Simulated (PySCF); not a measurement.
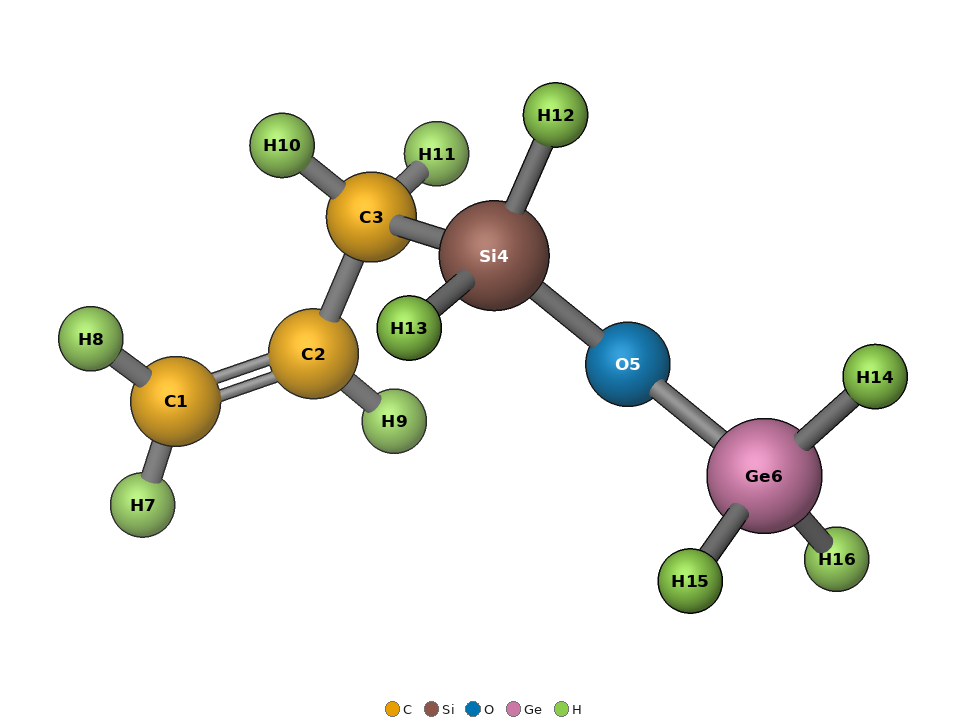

Computed geometry: PBE0-D3(BJ)/def2-SVP optimisation. No frequency run is at hand to confirm it as a minimum. Level of theory: delta-SCF UKS SCAN, pcX-2 on the ionised atom, pcseg-1 elsewhere, spin-free X2C (PySCF 2.14.0).

Give the core-electron binding energies (to vacuum; p and d levels without spin–orbit splitting) of C1 1s, C2 1s, C3 1s, Si4 1s, Si4 2p, O5 1s.

```
atom  level  binding energy (eV)
  C1     1s                289.8
  C2     1s                290.4
  C3     1s                290.2
 Si4     1s               1846.8
 Si4     2p                107.1
  O5     1s                537.2
```
